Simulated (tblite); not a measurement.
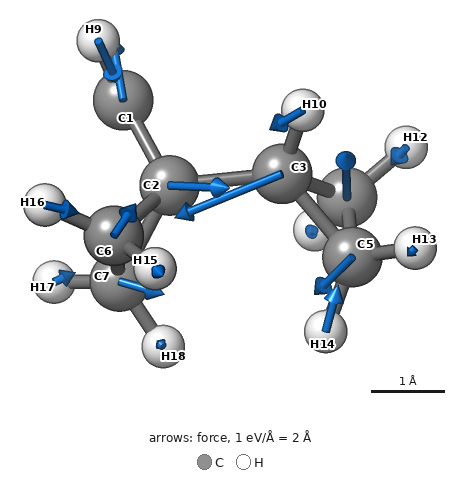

Starting geometry of C7H11 (multiplicity 2) with the computed forces as blue arrows. Style: ball-and-stick. Shown at a tilt.

Level of theory: GFN2-xTB geometry optimisation, gas phase in tblite 0.8.0. 

Question: Is this structure relaxed? If not, where do the atoms go?

Answer: It isn't relaxed: the largest force vector, on C atoms, is 0.84 eV/Å. The final displacements have little in common with the starting forces (cosine between the two patterns 0.27). The energy falls by 34.3 kJ/mol in 117 geometry steps. The largest move after the best rigid fit is that of an H atom, 1.37 Å. Largest moves by element: H 1.37 Å, C 0.19 Å. Among the contacts that change: C–C 1.559 → 1.502 Å, C–C 1.460 → 1.437 Å, C–C 1.509 → 1.529 Å, C–H 1.089 → 1.072 Å. Bond angles that change, for instance: C–C–C 123.6° → 119.5°, C–C–H 116.5° → 118.8°, C–C–C 119.9° → 117.6°. Groups turn about C–C by about 85°.
